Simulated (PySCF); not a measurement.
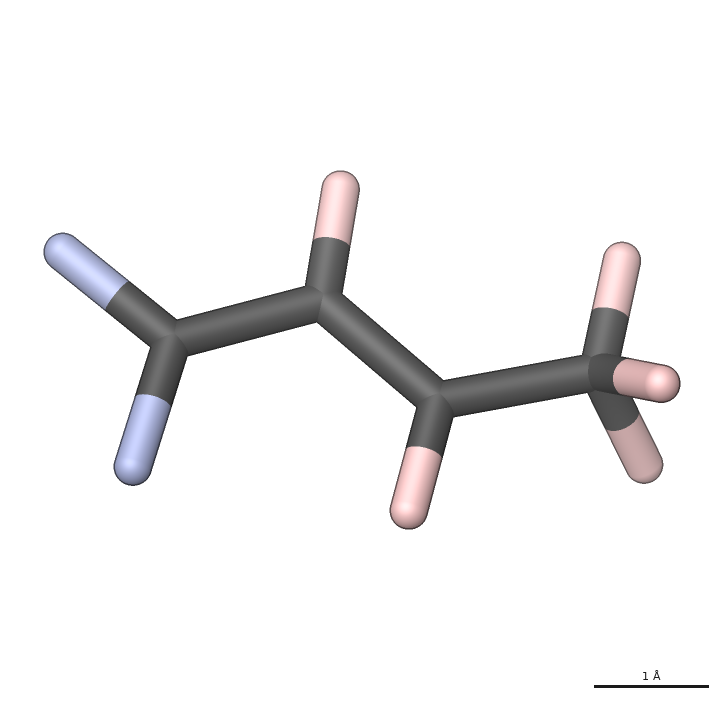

The picture shows a molecular structure as a stick model. Every bond is drawn as one stick, whatever its order. Colours: carbon dark grey, fluorine light blue, hydrogen pink.

Charge +1, singlet. The geometry was computed by an optimisation with PBE0-D3(BJ)/def2-SVP. No frequency run is at hand to confirm it as a minimum.

Give the formula.

C₄H₅F₂⁺, 11 atoms: 4 carbon, 5 hydrogen and 2 fluorine.

Does it have rings?

It has no ring.

More results for the same structure follow; atom numbers are the same in all pictures, views and colours differ.

**Bond orders**

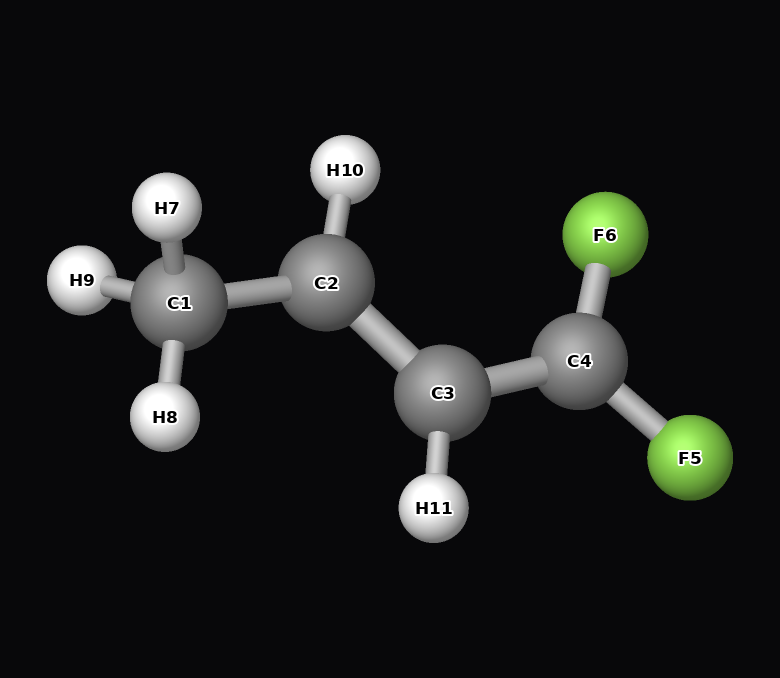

The thickness of each stick grows with its Mayer bond order. No frequency run is at hand to confirm it as a minimum. Level of theory: PBE0/pcSseg-1 in dichloromethane (IEF-PCM) (PySCF 2.14.0).

List the Mayer bond orders of C1–C2, C1–H8, C1–H7, C2–C3, C2–H10, C3–C4, C3–H11, C4–F5, C4–F6 (one bond of each equivalent set).

| bond | Mayer order | length (Å) |
| --- | --- | --- |
| C1–C2 | 1.15 | 1.455 |
| C1–H8 | 0.95 | 1.096 |
| C1–H7 | 0.89 | 1.108 |
| C2–C3 | 1.44 | 1.377 |
| C2–H10 | 0.93 | 1.099 |
| C3–C4 | 1.38 | 1.390 |
| C3–H11 | 0.92 | 1.093 |
| C4–F5 | 1.17 | 1.260 |
| C4–F6 | 1.18 | 1.267 |

**Excitation**

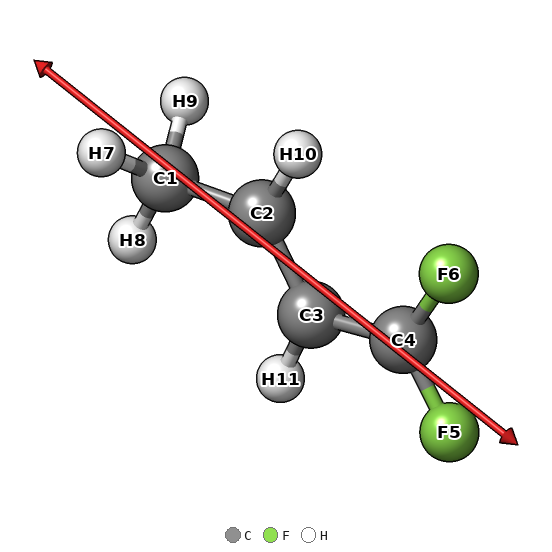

The double arrow shows the direction of the transition dipole to excited singlet state 1 (its length means nothing). No frequency run is at hand to confirm it as a minimum. Method: TDDFT B3LYP/def2-SVPD, vertical, IEF-PCM water (non-equilibrium linear response), core orbitals frozen in the response (PySCF 2.14.0).

How is the transition polarised?

Close to the long direction C1···F5.

Where does the transition lie, and how strong is it?

5.19 eV (239 nm), oscillator strength 0.60, mainly HOMO → LUMO (weight 0.98); transition dipole 5.50 D.

**Charges**

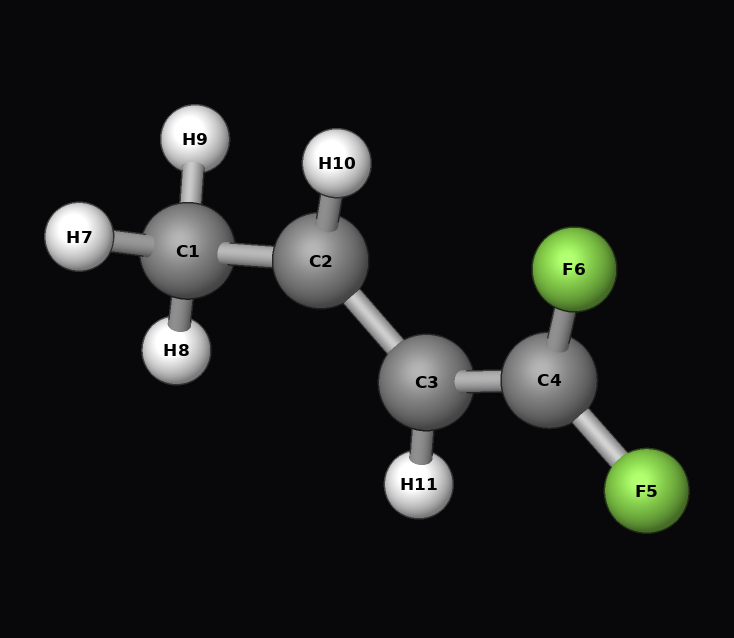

The questions are on Mulliken charges. No frequency run is at hand to confirm it as a minimum. Level of theory: PBE0/pcSseg-1 in dichloromethane (IEF-PCM) (PySCF 2.14.0).

Which atom carries the highest charge (most positive or least negative)?

C4 (0.76 e).

And the lowest?

C3 (−0.25 e).

Give the Mulliken charges atom by atom.

```json
{"atom": "C1", "value (e)": "−0.23"}
{"atom": "C2", "value (e)": "−0.05"}
{"atom": "C3", "value (e)": "−0.25"}
{"atom": "C4", "value (e)": "0.76"}
{"atom": "F5", "value (e)": "−0.11"}
{"atom": "F6", "value (e)": "−0.12"}
{"atom": "H7", "value (e)": "0.20"}
{"atom": "H8", "value (e)": "0.17"}
{"atom": "H9", "value (e)": "0.20"}
{"atom": "H10", "value (e)": "0.20"}
{"atom": "H11", "value (e)": "0.21"}
```

**NMR shielding**

The questions are on isotropic NMR shieldings of the H atoms. No frequency run is at hand to confirm it as a minimum. Properties computed with GIAO PBE0/pcSseg-1 NMR shielding, non-relativistic, IEF-PCM water (PySCF 2.14.0).

Give the isotropic NMR shieldings of the H atoms atom by atom.

```json
{"atom": "H7", "σ (ppm)": "27.58"}
{"atom": "H8", "σ (ppm)": "27.94"}
{"atom": "H9", "σ (ppm)": "27.57"}
{"atom": "H10", "σ (ppm)": "20.99"}
{"atom": "H11", "σ (ppm)": "24.02"}
```

Mulliken values depend strongly on the basis set and can even reverse the polarity of a bond.
